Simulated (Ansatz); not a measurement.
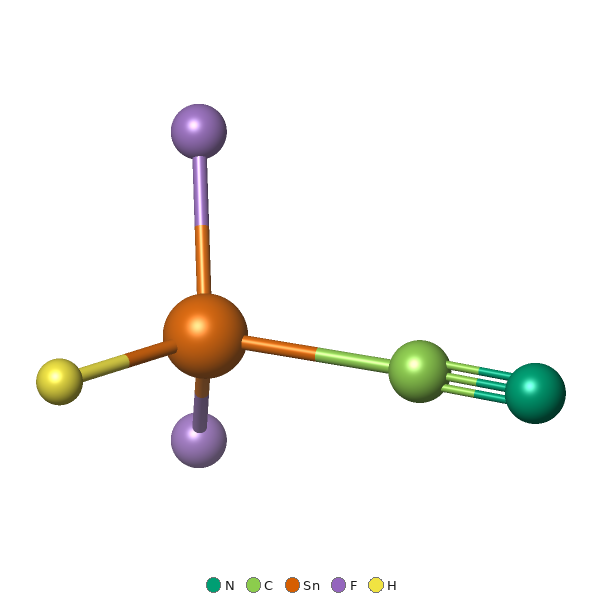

The picture shows a molecular structure as a ball-and-stick model. Multiple sticks mark multiple bonds (one Kekulé form).

The geometry was computed by an optimisation with PBE0-D4/def2-TZVP.

Give the formula.

CHF2NSn, 6 atoms: 1 carbon, 1 hydrogen, 2 fluorine, 1 nitrogen and 1 tin.

What is the point group of this geometry?

Cs.

Name some functional groups or characteristic bonds that it holds.

Among them: nitrile.

More results for the same structure follow; atom numbers are the same in all pictures, views and colours differ.

### Shape

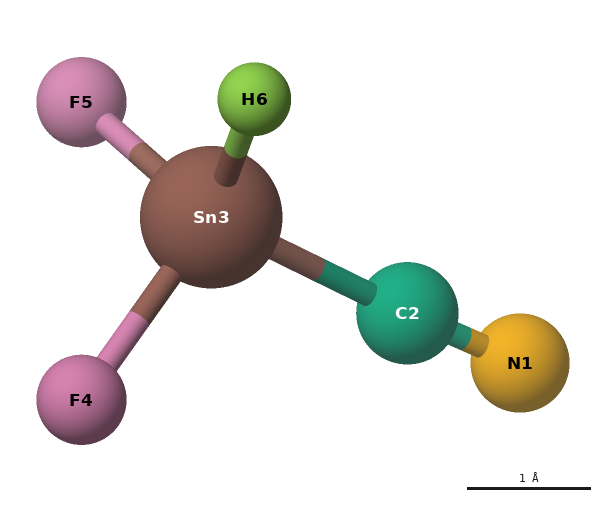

Atoms carry their numbers in the input.

What are the angles N1–C2–Sn3, C2–Sn3–F4, C2–Sn3–H6, F4–Sn3–F5, F4–Sn3–H6?

| angle | degrees |
| --- | --- |
| N1–C2–Sn3 | 177.1 |
| C2–Sn3–F4 | 105.6 |
| C2–Sn3–H6 | 117.9 |
| F4–Sn3–F5 | 104.5 |
| F4–Sn3–H6 | 111.1 |

### Levels of theory compared

Program: Ansatz 0.2.0.

Tabulate dipole (D) at these levels: B3LYP-D4/def2-TZVPP; PBE-D4/def2-TZVPP; PBE0-D4/def2-TZVP; r2SCAN-D4/def2-TZVPP; ωB97M-V/def2-TZVPP.

```tsv
level	dipole (D)
B3LYP-D4/def2-TZVPP	3.65
PBE-D4/def2-TZVPP	3.47
PBE0-D4/def2-TZVP	3.65
r2SCAN-D4/def2-TZVPP	3.58
ωB97M-V/def2-TZVPP	3.68
```

### Vibrations

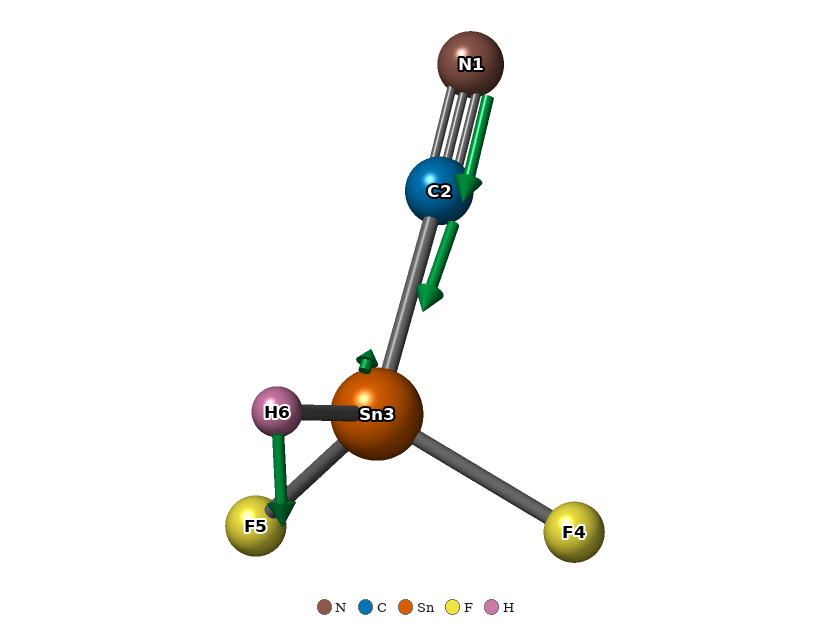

The arrows show one normal mode. Harmonic vibrations computed with RKS PBE0-D4/def2-TZVP, core potentials on Sn (Ansatz 0.2.0) at a stationary point of the same level.

At what wavenumber does it lie?

442 cm⁻¹; it is mode 6 of 12 counted from the lowest.

### Charges

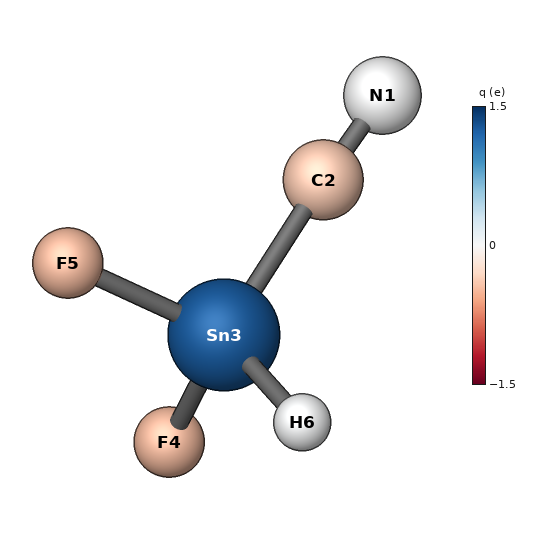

Atoms are coloured by their Mulliken charges. Method: RKS PBE0-D4/def2-TZVP, core potentials on Sn (Ansatz 0.2.0).

Which atom carries the highest charge (most positive or least negative)?

Sn3 (1.25 e).

And the lowest?

F4, F5 (−0.45 e).

List the Mulliken charges.

| atom | value (e) |
| --- | --- |
| N1 | 0.01 |
| C2 | −0.38 |
| Sn3 | 1.25 |
| F4 | −0.45 |
| F5 | −0.45 |
| H6 | 0.02 |

### Thermal motion

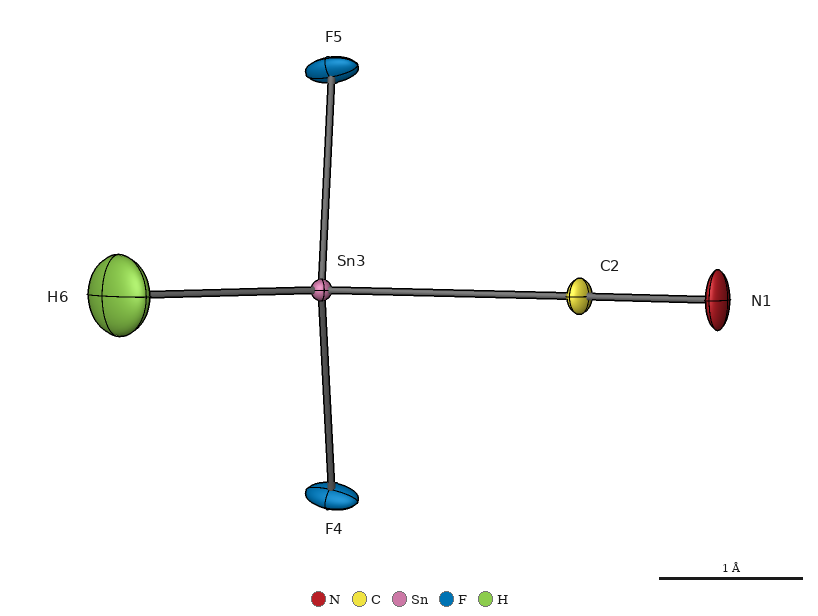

Displacement ellipsoids at the 50 % level, from the internal vibrations of the free molecule (harmonic, no overall translation or rotation; no half-axis is drawn under 0.075 Å). Vibrations computed with RKS PBE0-D4/def2-TZVP, core potentials on Sn (Ansatz 0.2.0). Temperature: 298 K.

Which atom has the largest mean-square displacement?

H6, with U_eq = 0.0297 Å².

Does H6 move more along its bond or across it?

Across it: the root-mean-square amplitude is 0.093 Å along the bond and up to 0.214 Å across, since bending and torsion are softer than stretching.

List U_eq and the three principal root-mean-square amplitudes for each kind of atom.

```tsv
atom	U_eq (Å²)	rms amplitudes (Å)
N1	0.0104	0.046, 0.101, 0.138
C2	0.0054	0.047, 0.083, 0.085
Sn3	0.00047	0.016, 0.021, 0.027
F4, F5	0.0079	0.036, 0.071, 0.132
H6	0.0297	0.093, 0.186, 0.214
```

Mulliken values depend strongly on the basis set and can even reverse the polarity of a bond.
